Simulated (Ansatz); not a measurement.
# ClH3Si···HF: what the fields show

Input file:

```
crystal:
  periodic: [false, false, false]
  atoms:
    - { symbol: Si, position_ang: [-0.443811, -7.0e-06, -0.415335] }
    - { symbol: F, position_ang: [0.142003, 0.00022, 2.337151] }
    - { symbol: H, position_ang: [0.855746, -6.9e-05, 0.297364] }
    - { symbol: H, position_ang: [-0.539657, 1.223988, -1.28377] }
    - { symbol: H, position_ang: [-0.539721, -1.223973, -1.283805] }
    - { symbol: Cl, position_ang: [-2.249334, 4.0e-06, 0.701132] }
    - { symbol: H, position_ang: [-0.696426, -0.000163, 2.743862] }
basis:
  gaussian: { orbitals: def2-SVP }
hamiltonian:
  xc: pbe
  dispersion: d4
relax:
  f_tol: 0.03
  max_steps: 50
output:
  orbitals: {}
```

Run with:

```sh
ansatz run input.yaml --threads 1 --pin off --max-ram 2048MiB --backend cpu --events-out ev --progress --plain --runs-dir out
```

The fields are those of the run's last geometry, not of the input's.

These are results of Ansatz, RKS PBE-D4/def2-SVP, not measurements.

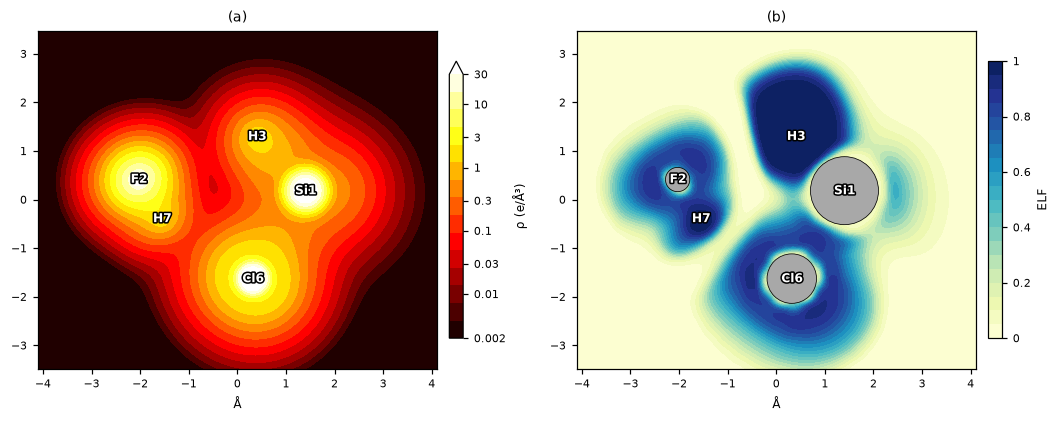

Figure 1. (a) electron density; (b) electron localisation function on the plane of atoms H3, Si1 and Cl6. Grey discs cover the atomic cores in the ELF map.

**Interpret the plot.**

The plane passes through Si, F, H and Cl nuclei.
Cl6···H7 (2.24 Å): the density falls to about 0.15 e/Å³ on the way; the ELF dips to about 0.10 between them (a closed-shell contact with the geometry of a hydrogen bond).
Si–Cl (2.11 Å): ρ at the midpoint is about 0.77 e/Å³; the ELF peaks at about 0.85 between the atoms: a polar covalent bond.
F–H (0.94 Å): the density is about 4.4 e/Å³ at the midpoint; the ELF climbs to about 1 towards the hydrogen, as it does in any bond to H; a covalent bond by its length.
Si–H (1.49 Å): the density is about 0.78 e/Å³ at the midpoint; the ELF climbs to about 1 towards the hydrogen.
The ELF also peaks beside Cl6 and F2, away from the bonds: lone-pair regions.

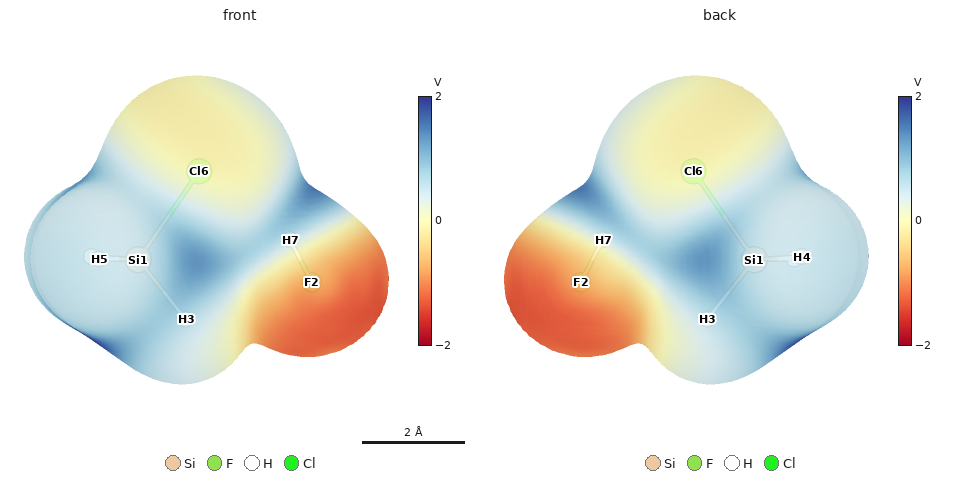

Figure 2. The electrostatic potential painted on the density surface at 0.002 e/bohr³, seen from the front and from behind; red is negative and blue positive.

**Where is the surface potential most negative and most positive?**

The most negative region (about −1.4 V) lies over F2, the most positive (about +1.9 V) over Si1.

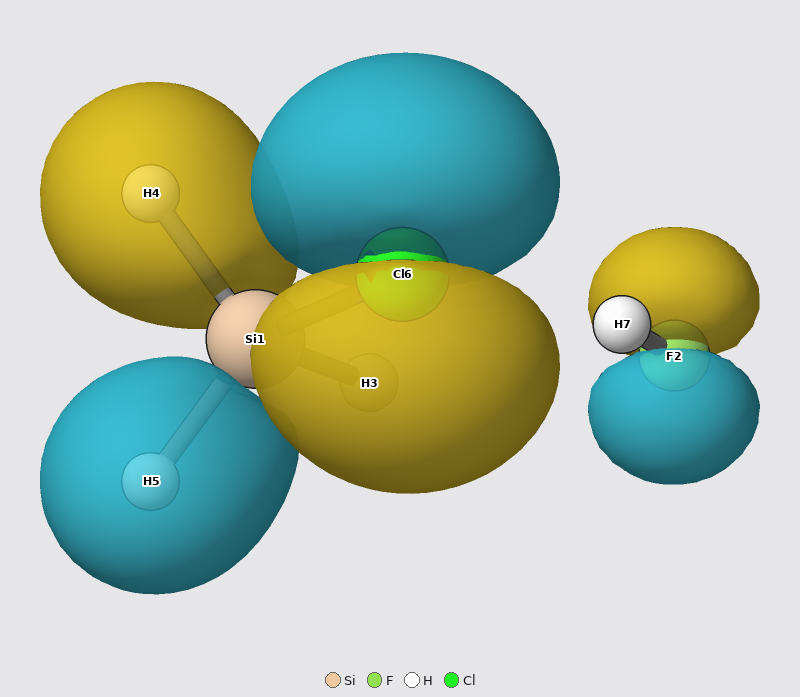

Figure 3. The HOMO at ±0.08 Å⁻³ᐟ² (yellow and cyan are the two phases), seen from one side.

**Describe this orbital and give its energy.**

It lies mainly on Cl6 (about 60 %), Si1 (about 10 %), F2 (about 10 %), H4 (about 10 %) and H5 (about 10 %). Its energy is −7.89 eV.

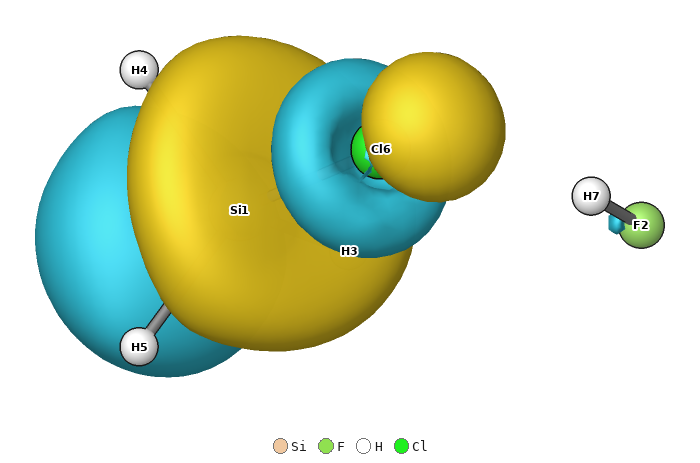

Figure 4. The LUMO at ±0.15 Å⁻³ᐟ² (yellow and cyan are the two phases), seen from one side.

**Where does this orbital lie, and at what energy?**

By Hirshfeld shares it lies mainly on Si1 (about 55 %) and Cl6 (about 25 %). Its energy is −1.19 eV.
